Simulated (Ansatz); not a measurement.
# GeHF3 (SMILES [F][GeH]([F])[F]): levels of theory compared

We compute a comparison of 3 runs (B3LYP/aug-cc-pVDZ, BHLYP/aug-cc-pVDZ, CCSD(T)/aug-cc-pVDZ) of GeHF3. 

Program for the calculation: Ansatz 0.2.0.

48 further runs of the same task are left out: 48 set aside as unsound or not needed. Runs told in other sessions of the task aren't counted.

## Step 1: The structure to begin with

GeHF3: 5 atoms, total charge 0, spin state singlet. As SMILES, `[F][GeH]([F])[F]`. The F1–Ge2 distance was set to 2.561 Å, away from the relaxed value. At this shape a bond of the SMILES string is far longer than usual.

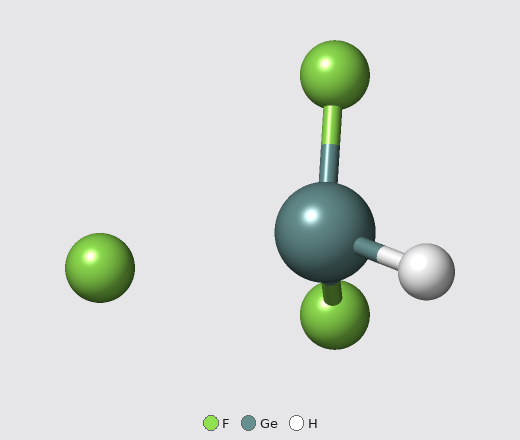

Viewed from a chosen angle; fluorine green, germanium teal, hydrogen white.

## Step 2: The energy at B3LYP/aug-cc-pVDZ (run 1)

input.yaml reads:

```yaml
crystal:
  periodic: [false, false, false]
  atoms:
    - symbol: F
      position_ang: [-0.422508, -1.096816, 2.236183]
    - symbol: Ge
      position_ang: [0.095600, -0.008700, -0.023300]
    - symbol: F
      position_ang: [-0.673100, 1.515700, -0.011300]
    - symbol: F
      position_ang: [-0.708100, -0.944000, -1.204000]
    - symbol: H
      position_ang: [1.585200, 0.097300, -0.285700]
basis:
  gaussian: {orbitals: aug-cc-pVDZ}
output: {orbitals: {seedname: orbitals}}
accuracy: high
hamiltonian: {xc: {name: B3LYP}}
```

On the command line:

```bash
ansatz run input.yaml --threads 1 --pin off --max-ram 3480MiB --events-out events.jsonl --progress --plain --runs-dir runs
```

The log of the run:

```text
Warning: RAYON_NUM_THREADS=1 ignored (pool sized by the plan → 1); use --threads N
Functional definition: B3LYP
  name "B3LYP"
  parameter a0 = 0.2
  parameter ax = 0.72
  parameter ac = 0.81
  exchange = (1 - a0 - ax)*slater_x + ax*b88_x + a0*exact_x
  correlation = (1 - ac)*vwn_rpa_c + ac*lyp_c
2287 factors; integrals over basis functions are off by at most 4.5e-9 eV
mean field evaluation 1: about -64678.6444 eV, gradient 6.5e1 eV
mean field evaluation 2: about -64459.7103 eV, gradient 2.6e2 eV
mean field evaluation 4: about -64684.1447 eV, gradient 3.8e1 eV
mean field evaluation 8: about -64686.4998 eV, gradient 4.8e-1 eV
mean field evaluation 16: about -64686.5489 eV, gradient 1.1e-4 eV
mean field -64686.54891322 eV, -2377.1868264432 hartree, gradient 5.5e-8 eV, S^2 0.000000; 0 other end points of the search recorded, 0 dependent functions left out
reference -64686.54895978 eV, -2377.1868281544 hartree; 30, 30 occupied and 84, 84 virtual orbitals, 2287 factors
Total energy: -64686.54895978 eV, -2377.1868281544 hartree
```

Run time: 14 s. Hardware: 1 thread of Arm Neoverse V1, shared host; peak memory 0.43 GiB.

## Step 3: The energy at BHLYP/aug-cc-pVDZ (run 2)

Changes to input.yaml since step 2:

```diff
@@ -14,5 +14,8 @@
 basis:
-  gaussian: {orbitals: aug-cc-pVDZ}
-output: {orbitals: {seedname: orbitals}}
+  gaussian:
+    orbitals: aug-cc-pVDZ
+hamiltonian:
+  xc: {name: BHLYP}
 accuracy: high
-hamiltonian: {xc: {name: B3LYP}}
+output:
+  orbitals: {seedname: orbitals}
```

On the command line:

```bash
ansatz run input.yaml --threads 1 --pin off --max-ram 3480MiB --events-out events.jsonl --progress --plain --runs-dir runs
```

The log of the run:

```text
Warning: RAYON_NUM_THREADS=1 ignored (pool sized by the plan → 1); use --threads N
Functional definition: BHLYP
  name "BHLYP"
  parameter a = 0.5
  exchange = (1 - a)*b88_x + a*exact_x
  correlation = lyp_c
2287 factors; integrals over basis functions are off by at most 4.5e-9 eV
mean field evaluation 1: about -64674.5088 eV, gradient 6.0e1 eV
mean field evaluation 2: about -64644.7714 eV, gradient 1.4e2 eV
mean field evaluation 4: about -64681.2197 eV, gradient 6.6e0 eV
mean field evaluation 8: about -64681.4145 eV, gradient 1.1e0 eV
mean field evaluation 16: about -64681.4165 eV, gradient 5.0e-4 eV
mean field -64681.41652414 eV, -2376.9982146232 hartree, gradient 7.0e-8 eV, S^2 0.000000; 0 other end points of the search recorded, 0 dependent functions left out
reference -64681.41655500 eV, -2376.9982157575 hartree; 30, 30 occupied and 84, 84 virtual orbitals, 2287 factors
Total energy: -64681.41655500 eV, -2376.9982157575 hartree
```

It took 15 s on 1 thread of Arm Neoverse V1, shared host; peak memory 0.43 GiB.

## Step 4: A single-point energy at CCSD(T)/aug-cc-pVDZ (run 3)

job.yaml reads:

```yaml
crystal:
  periodic: [false, false, false]
  atoms:
    - symbol: F
      position_ang: [-0.422508, -1.096816, 2.236183]
    - symbol: Ge
      position_ang: [0.095600, -0.008700, -0.023300]
    - symbol: F
      position_ang: [-0.673100, 1.515700, -0.011300]
    - symbol: F
      position_ang: [-0.708100, -0.944000, -1.204000]
    - symbol: H
      position_ang: [1.585200, 0.097300, -0.285700]
basis:
  gaussian: {orbitals: aug-cc-pVDZ}
correlation: {method: ccsd_t, frozen_orbitals: {F: 1, Ge: 9, H: 0}}
accuracy: high
scf: {omitted_lower_state_checks: [cluster_reference, increment]}
```

On the command line:

```bash
ansatz run job.yaml --threads 1 --pin off --max-ram 3480MiB --events-out events.jsonl --progress --plain --runs-dir runs
```

The log of the run:

```text
Warning: RAYON_NUM_THREADS=1 ignored (pool sized by the plan → 1); use --threads N
[... 12 lines left out ...]
12 core orbitals not correlated: weight in the atoms' cores, before any rotation towards them, 1.000 or more for the frozen orbitals, at most 0.000 for the correlated occupied ones
[... 30 lines left out ...]
Total energy: -64628.23935541 eV, -2375.0439897172 hartree
Checks for a lower state left out: cluster_reference, increment
```

It took 96 s on 1 thread of Arm Neoverse V1, shared host; peak memory 1 GiB.

## Step 5: All runs side by side

| run | level | frozen core orbitals | energy (Eh) | HOMO energy (eV) | LUMO energy (eV) | HOMO–LUMO gap (eV) | wall time |
| --- | --- | --- | --- | --- | --- | --- | --- |
| 1 | B3LYP/aug-cc-pVDZ | – | -2377.186828 | -9.11 | -4.77 | 4.34 | 14 s |
| 2 | BHLYP/aug-cc-pVDZ | – | -2376.998216 | -11.25 | -3.61 | 7.64 | 15 s |
| 3 | CCSD(T)/aug-cc-pVDZ | 12 | -2375.043990 | – | – | – | 96 s |

## Step 6: Results

| quantity | value |
| --- | --- |
| run 3: total energy | -2375.04399 Eh |
| run 3: correlation energy (12 core orbitals frozen) | -794.5 mEh |
| run 3: (T) correction | -24.63 mEh |
| run 3: T1 diagnostic | 0.021 |

**Reading.** Totals of different functionals can't be ranked against each other. In run 3 the log says that unrestricted orbitals would lower the reference, so the values rest on an unstable closed-shell determinant (other closed-shell runs at this shape may share the fault). In all runs a closed-shell determinant meets a far-stretched bond; if it breaks into open shells, such a determinant describes it badly, and no broken-symmetry solution was shown. All runs together took 2.1 min, the longest 96 s.
